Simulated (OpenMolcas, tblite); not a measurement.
**A ladder of methods for C2H4GaN (SMILES N=C=[CH][GaH2])**

C2H4GaN: 8 atoms, total charge 0, spin state singlet. As SMILES, `N=C=[CH][GaH2]`. The shape is that of a PBE0-D4/def2-TZVP optimisation.

Quantity: the vertical energy of the triplet above the singlet, in eV. The values are calculated.

```json
{"level": "IPEA1-xTB", "kind": "semi-empirical", "program": "tblite", "value (eV)": "4.75", "CPU time (all runs)": "2.2 s"}
{"level": "HF/def2-SVP", "kind": "Hartree–Fock", "program": "OpenMolcas", "value (eV)": "3.87", "CPU time (all runs)": "47 s"}
{"level": "SVWN5/def2-SVP", "kind": "LDA", "program": "OpenMolcas", "value (eV)": "3.91", "CPU time (all runs)": "1.9 min"}
{"level": "PBE/def2-SVP", "kind": "GGA", "program": "OpenMolcas", "value (eV)": "3.80", "CPU time (all runs)": "2.5 min"}
{"level": "r2SCAN/def2-SVP", "kind": "meta-GGA", "program": "OpenMolcas", "value (eV)": "3.75", "CPU time (all runs)": "3.4 min"}
{"level": "B3LYP/def2-SVP", "kind": "global hybrid", "program": "OpenMolcas", "value (eV)": "3.91", "CPU time (all runs)": "2.4 min"}
{"level": "BHLYP/def2-SVP", "kind": "global hybrid", "program": "OpenMolcas", "value (eV)": "4.02", "CPU time (all runs)": "2.2 min"}
```

All-electron rows without a relativistic Hamiltonian named are non-relativistic. The values span 3.75 to 4.75 eV. CPU times are rough (shared hosts, several kinds of processor and program).

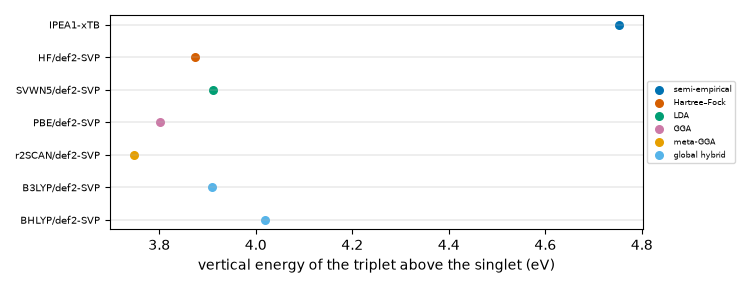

The values of the table, level by level.
